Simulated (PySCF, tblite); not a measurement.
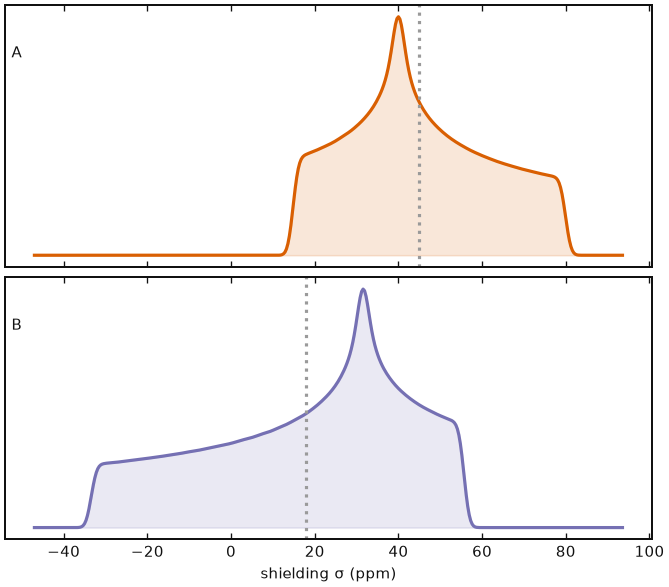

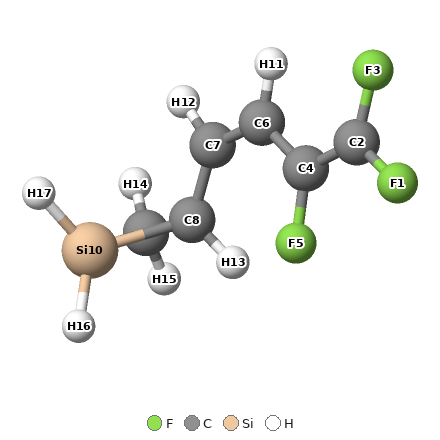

Static powder patterns (¹³C) from GIAO shielding tensors of C₆H₇F₃Si, SMILES FC(F)=C(F)/C=C\[C@@H]1C[SiH2]1, PBE0/pcSseg-1 in PySCF, at a GFN2-xTB geometry (a minimum by its frequencies); absolute shielding, one fixed geometry of the isolated molecule without any motion, no dipolar terms. The dotted line is the isotropic value; skew is 3(σiso − σ22)/span.

The panels belong to C2 and C4. Which is which?

panel A: C4, σ11, σ22, σ33 = 15, 40, 80 ppm, isotropic 45, span 65 ppm, skew 0.23; panel B: C2, σ11, σ22, σ33 = −33, 32, 56 ppm, isotropic 18, span 89 ppm, skew −0.46.

Caveats: the tight-binding geometry is rougher than a DFT one and adds to the error; one conformer of a flexible molecule.
